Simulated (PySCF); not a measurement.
# MP2/x2c-TZVPall (sfX2C) run of CH4FGa (SMILES [CH3][GaH][F])

Aim: the vertical ionisation energy of CH4FGa at MP2/x2c-TZVPall (sfX2C), from 2 runs. The job is set up through a Python script.

The results are computed with PySCF 2.14.0.

## 1. The system as given

CH4FGa: 7 atoms, total charge 0, spin state singlet. As SMILES, `[CH3][GaH][F]`. The shape is that of a PBE0-D4/def2-TZVP optimisation.

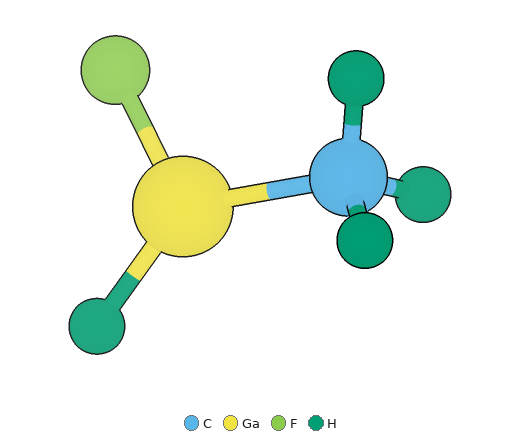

The structure, seen from a chosen angle (carbon blue, gallium yellow, fluorine green, hydrogen teal).

## 2. The energy at MP2/x2c-TZVPall (sfX2C)

input.py

```python
from pyscf import gto, scf, mp

mol = gto.M(
    atom='''
C   -0.636400   0.652900  -0.190800
Ga   0.635100  -0.796500   0.098700
F    1.908900  -0.415700   1.262200
H   -1.465200   0.555000   0.515700
H   -0.154100   1.614900  -0.013500
H   -1.050800   0.631100  -1.199700
H    0.762400  -2.241700  -0.472600
''',
    charge=0,
    verbose=3,
    max_memory=1860,
    basis='x2c-tzvpall',
)

myscf = scf.RHF(mol)
myscf = myscf.sfx2c1e()
myscf.conv_tol = 1e-10
myscf.kernel()
if not myscf.converged:
    myscf = myscf.newton().run(myscf.mo_coeff, myscf.mo_occ)

pt = mp.MP2(myscf, frozen=11).run()
etot = pt.e_tot
print('E = %.10f Eh' % etot)
```

Launch:

```bash
OMP_NUM_THREADS=1 python input.py
```

Log:

```text
converged SCF energy = -2082.0365493762
E(RMP2) = -2082.69954402586  E_corr = -0.662994649663858
E(SCS-RMP2) = -2082.67942876819  E_corr = -0.64287939199784
E = -2082.6995440259 Eh
```

Wall time 6.3 s (1 thread of Intel Xeon Platinum 8488C (Sapphire Rapids), shared host); peak memory 0.55 GiB.

## 3. The doublet cation, same level

calc.py

```python
from pyscf import gto, mp

mol = gto.Mole()
mol.atom = '''
C   -0.636400   0.652900  -0.190800
Ga   0.635100  -0.796500   0.098700
F    1.908900  -0.415700   1.262200
H   -1.465200   0.555000   0.515700
H   -0.154100   1.614900  -0.013500
H   -1.050800   0.631100  -1.199700
H    0.762400  -2.241700  -0.472600
'''
mol.charge = 1
mol.verbose = 3
mol.spin = 1
mol.basis = 'x2c-tzvpall'
mol.max_memory = 1860
mol.build()

mf = mol.UHF()
mf = mf.sfx2c1e()
mf.conv_tol = 1e-10
mf.kernel()
if not mf.converged:
    mf = mf.newton().run(mf.mo_coeff, mf.mo_occ)

pt = mp.MP2(mf, frozen=11).run()
e_final = pt.e_tot
print('Final energy', e_final)
```

Launch:

```bash
OMP_NUM_THREADS=1 python calc.py
```

Log:

```text
converged SCF energy = -2081.66200474749  <S^2> = 0.80241654  2S+1 = 2.0517471
E(UMP2) = -2082.29048714541  E_corr = -0.628482397917331
E(SCS-UMP2) = -2082.27081078065  E_corr = -0.608806033164763
Final energy -2082.290487145407
```

Wall time 11 s (1 thread of Intel Xeon Platinum 8488C (Sapphire Rapids), shared host); peak memory 0.59 GiB.

## 4. What came out

At MP2/x2c-TZVPall (sfX2C), 11 core orbitals frozen:

```
                                                                  quantity           value
                                              singlet CH4FGa: total energy  -2082.69954 Eh
                      singlet CH4FGa: dipole moment (Hartree–Fock density)          2.88 D
                       singlet CH4FGa: HOMO energy (Hartree–Fock orbitals)       -11.52 eV
                       singlet CH4FGa: LUMO energy (Hartree–Fock orbitals)         1.64 eV
                     singlet CH4FGa: HOMO–LUMO gap (Hartree–Fock orbitals)        13.16 eV
              singlet CH4FGa: correlation energy (11 core orbitals frozen)      -663.0 mEh
                                              doublet cation: total energy  -2082.29049 Eh
doublet cation: HOMO energy (Hartree–Fock orbitals) (highest over α and β)       -19.12 eV
 doublet cation: LUMO energy (Hartree–Fock orbitals) (lowest over α and β)        -8.96 eV
              doublet cation: correlation energy (11 core orbitals frozen)      -628.5 mEh
                         doublet cation: ⟨S²⟩ of the reference determinant           0.802
                        vertical ionisation energy (to the doublet cation)       11.131 eV
```

Removing an electron at fixed nuclei costs 11.13 eV (1074 kJ/mol).
